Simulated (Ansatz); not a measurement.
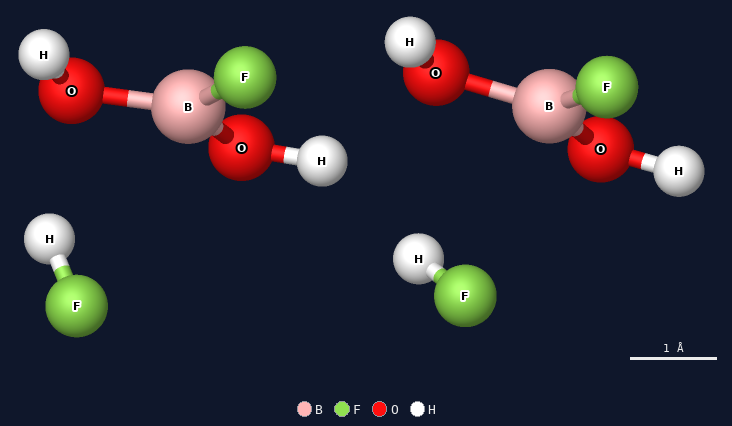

Two geometries of BH3O2F2, drawn at one scale. One is the start of a relaxation, the other its converged end. Style: ball-and-stick. Shown from a free direction.

These are results of RKS PBE/def2-SVP (Ansatz 0.2.0), not measurements. Settings: no spin polarisation; force threshold 0.03 eV/Å; at most 50 steps.

**Which of the two is the end point?**

The left one is the relaxed one. The run prepares an end point of a later path (reaction) calculation, from a guessed geometry. Over 7 geometry steps the energy falls by 7.73 kJ/mol. The largest force component goes from 0.61 to 0.01 eV/Å. An F atom moves most after the best rigid fit: 0.30 Å. Largest moves by element: F 0.30 Å, H 0.28 Å, O 0.22 Å, B 0.06 Å. Some distances before and after: F–H 0.933 → 0.949 Å, B–O 1.392 → 1.384 Å, B–O 1.360 → 1.354 Å. The run took 4.1 s on 2 threads of AMD EPYC 9R45 96-Core Processor (Zen 5), with other jobs on the host, peak memory 0.14 GiB.

Limits of the set-up: the start holds two separate molecules, 2.2 Å apart at their closest, whose relative position is a soft coordinate and is computed without a dispersion correction.
